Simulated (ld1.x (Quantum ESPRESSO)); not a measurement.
```yaml
element: Sb (Z = 51)
generator: ld1.x (Quantum ESPRESSO) 7.5
type: norm-conserving Troullier–Martins (semilocal form)
functional: PBE
relativity: scalar-relativistic
frozen_core: [Kr] 4d10
valence_charge: 5
reference_configuration: 5s2 5p3
partial_waves: 5s (bound): rc 1.80 bohr; 5p (bound): rc 2.30 bohr
local_potential: the p channel
core_correction: Bessel-smoothed model core, default radius (core density twice the valence density)
```

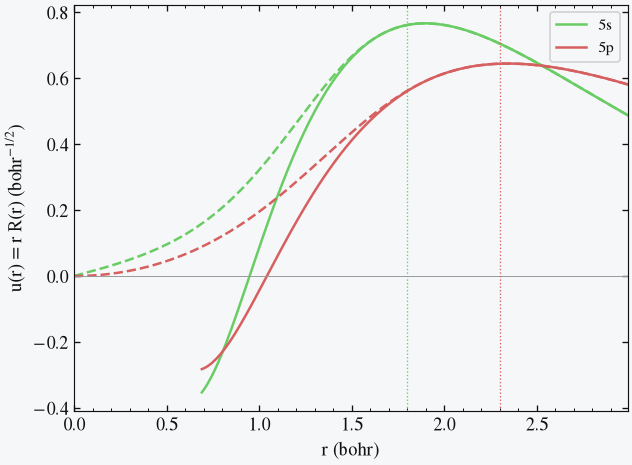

Partial waves u(r) = r R(r), all-electron (solid) and pseudo (dashed). Dotted lines mark the matching radii. The all-electron curves start outside the innermost oscillations, which aren't drawn.

Pseudo-waves: 5s has no node; 5p has no node.

* Cutoffs needed: 25 Ry and 35 Ry (the cutoffs, on a coarse ladder, from which the occupation-weighted sum of valence levels, in a spherical-Bessel basis at the reference potential, stays within 10 and 1 mRy of its value at 400 Ry)
* Ghost test: no ghost state below the valence levels in the s, p channels (spherical-Bessel basis up to 400 Ry, 20 bohr box)
* Largest excitation error: -139 meV (all-electron minus pseudo) for 5s2 5p0, out of 7 test configurations
